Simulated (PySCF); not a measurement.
System (SMILES): [Si-]#[O+] (O-Si).
Geometry (B3LYP-D3(BJ)/def2-TZVP, fixed):
```xyz
2

Si     0.0000     0.0000    -0.5502
O      0.0000     0.0000     0.9629
```
Charge 0, spin multiplicity 1.

Basis-set convergence of the lowest singlet excitation energy at PBE0 with PySCF. Tamm-Dancoff approximation; the state is taken by its order, and sets in which it differs in degeneracy or brightness are left out, yet its character can still change. All functions are spherical. Density fitting with generated auxiliary sets. No added dispersion term, no relativity. Reference: the value in aug-pcseg-3, 5.387 eV, itself unsure by roughly 0.005 eV (its mean distance from aug-cc-pV(Q+d)Z, aug-pcseg-2, aug-cc-pV(T+d)Z). Deviations are taken from unrounded values. Cost is core time over that of cc-pV(T+d)Z, rough, on shared machines of one kind; a dash marks a row that isn't timed (too short, read off another run, short of memory, by another algorithm or on other hardware).

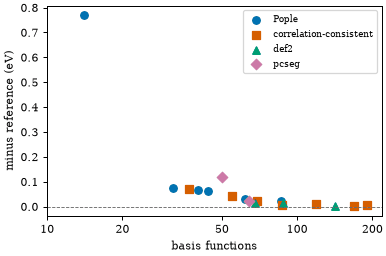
Figure: Deviation from the reference against the number of basis functions, by family of sets.

```json
[
 {"basis": "STO-3G", "functions": "14", "lowest singlet excitation energy (eV)": "6.156", "minus reference (eV)": "0.769", "cost": "-"},
 {"basis": "6-31G**", "functions": "32", "lowest singlet excitation energy (eV)": "5.462", "minus reference (eV)": "0.075", "cost": "-"},
 {"basis": "cc-pV(D+d)Z", "functions": "37", "lowest singlet excitation energy (eV)": "5.456", "minus reference (eV)": "0.069", "cost": "-"},
 {"basis": "6-31+G*", "functions": "40", "lowest singlet excitation energy (eV)": "5.454", "minus reference (eV)": "0.067", "cost": "-"},
 {"basis": "6-311G**", "functions": "44", "lowest singlet excitation energy (eV)": "5.451", "minus reference (eV)": "0.064", "cost": "-"},
 {"basis": "aug-pcseg-1", "functions": "50", "lowest singlet excitation energy (eV)": "5.505", "minus reference (eV)": "0.118", "cost": "-"},
 {"basis": "aug-cc-pV(D+d)Z", "functions": "55", "lowest singlet excitation energy (eV)": "5.430", "minus reference (eV)": "0.043", "cost": "0.7×"},
 {"basis": "6-311++G(2d,2p)", "functions": "62", "lowest singlet excitation energy (eV)": "5.419", "minus reference (eV)": "0.032", "cost": "0.8×"},
 {"basis": "pcseg-2", "functions": "64", "lowest singlet excitation energy (eV)": "5.408", "minus reference (eV)": "0.021", "cost": "0.7×"},
 {"basis": "def2-TZVP", "functions": "68", "lowest singlet excitation energy (eV)": "5.400", "minus reference (eV)": "0.013", "cost": "0.7×"},
 {"basis": "cc-pV(T+d)Z", "functions": "69", "lowest singlet excitation energy (eV)": "5.409", "minus reference (eV)": "0.022", "cost": "1×"},
 {"basis": "6-311++G(3df,3pd)", "functions": "86", "lowest singlet excitation energy (eV)": "5.409", "minus reference (eV)": "0.022", "cost": "2×"},
 {"basis": "jun-cc-pV(T+d)Z", "functions": "87", "lowest singlet excitation energy (eV)": "5.395", "minus reference (eV)": "0.008", "cost": "2×"},
 {"basis": "def2-TZVPPD", "functions": "88", "lowest singlet excitation energy (eV)": "5.399", "minus reference (eV)": "0.012", "cost": "2×"},
 {"basis": "cc-pV(Q+d)Z", "functions": "119", "lowest singlet excitation energy (eV)": "5.395", "minus reference (eV)": "0.008", "cost": "5×"},
 {"basis": "def2-QZVPPD", "functions": "142", "lowest singlet excitation energy (eV)": "5.389", "minus reference (eV)": "0.002", "cost": "7×"},
 {"basis": "aug-cc-pV(Q+d)Z", "functions": "169", "lowest singlet excitation energy (eV)": "5.389", "minus reference (eV)": "0.002", "cost": "10×"},
 {"basis": "cc-pV(5+d)Z", "functions": "191", "lowest singlet excitation energy (eV)": "5.392", "minus reference (eV)": "0.005", "cost": "10×"}
]
```
